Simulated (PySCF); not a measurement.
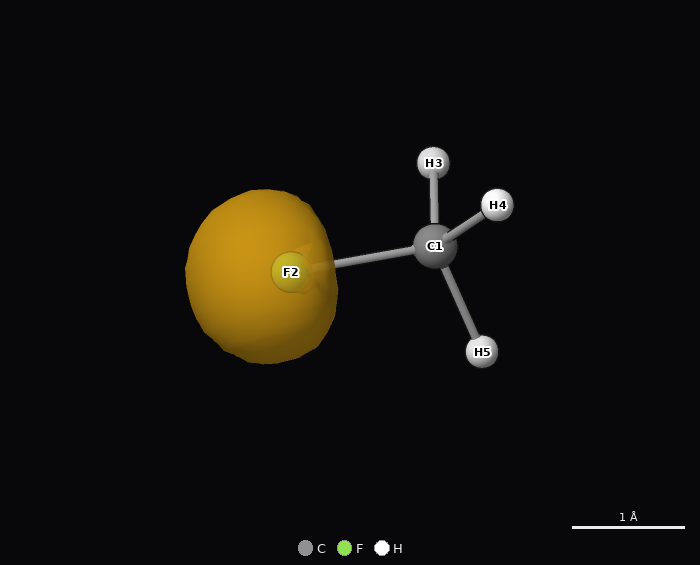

*CH3F, SMILES `CF`. Intrinsic bond orbitals (IBO), occupied; each surface holds about 85 % of the orbital's density. Energies are diagonal elements of the Fock matrix.*

Method: CAM-B3LYP/aug-cc-pVDZ; geometry: GFN2-xTB; program: PySCF. No frequency check shows the geometry to be a minimum.

**What does this orbital represent?**

Lone pair on F2 (sp0.4-type) (F2 100 %; −25.8 eV).
